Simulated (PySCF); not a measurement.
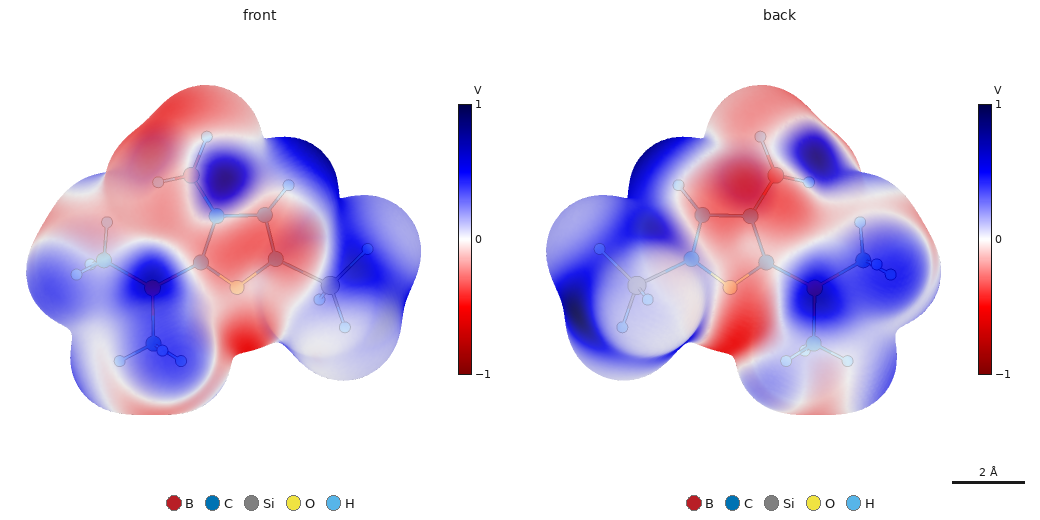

Figure. C6H12B2OSi (SMILES Bc1cc([SiH3])oc1B(C)C). The molecular electrostatic potential painted on the density surface at 0.001 e/bohr³, seen from the front and from behind; red is negative and blue positive.

Geometry: GFN2-xTB.

Method: PBE0/pcSseg-1, SCF density, gas phase, non-relativistic in PySCF.

```yaml
atoms:
  - { symbol: B, position_ang: [0.3461, 2.7224, 0.1452] }
  - { symbol: C, position_ang: [0.6924, 1.2353, 0.0607] }
  - { symbol: C, position_ang: [2.0067, 0.6971, 0.1598] }
  - { symbol: C, position_ang: [1.9062, -0.6672, 0.1451] }
  - { symbol: Si, position_ang: [3.1531, -2.0625, 0.2101] }
  - { symbol: O, position_ang: [0.6029, -1.0079, 0.0392] }
  - { symbol: C, position_ang: [-0.1477, 0.1166, -0.0202] }
  - { symbol: B, position_ang: [-1.6785, -0.0462, -0.1775] }
  - { symbol: C, position_ang: [-2.5384, 0.9955, -0.9856] }
  - { symbol: C, position_ang: [-2.3419, -1.3349, 0.4470] }
  - { symbol: H, position_ang: [1.1861, 3.5139, -0.0514] }
  - { symbol: H, position_ang: [-0.7234, 3.0793, 0.4525] }
  - { symbol: H, position_ang: [2.9152, 1.2593, 0.2483] }
  - { symbol: H, position_ang: [4.4789, -1.4625, 0.3543] }
  - { symbol: H, position_ang: [3.0703, -2.8416, -1.0281] }
  - { symbol: H, position_ang: [2.8454, -2.9230, 1.3547] }
  - { symbol: H, position_ang: [-2.0772, 1.9746, -1.0708] }
  - { symbol: H, position_ang: [-2.6624, 0.6216, -2.0031] }
  - { symbol: H, position_ang: [-3.5429, 1.1156, -0.5856] }
  - { symbol: H, position_ang: [-3.3259, -1.5625, 0.0452] }
  - { symbol: H, position_ang: [-2.4648, -1.1883, 1.5213] }
  - { symbol: H, position_ang: [-1.7108, -2.2150, 0.3371] }
```

### Which sites attract a positive test charge, and which a negative one?

A positive charge is drawn to the negative regions and a negative charge to the positive ones. The most negative region (about −0.5 V) lies over C2, C3 and O6, the most positive (about +0.8 V) over B1 and Si5.
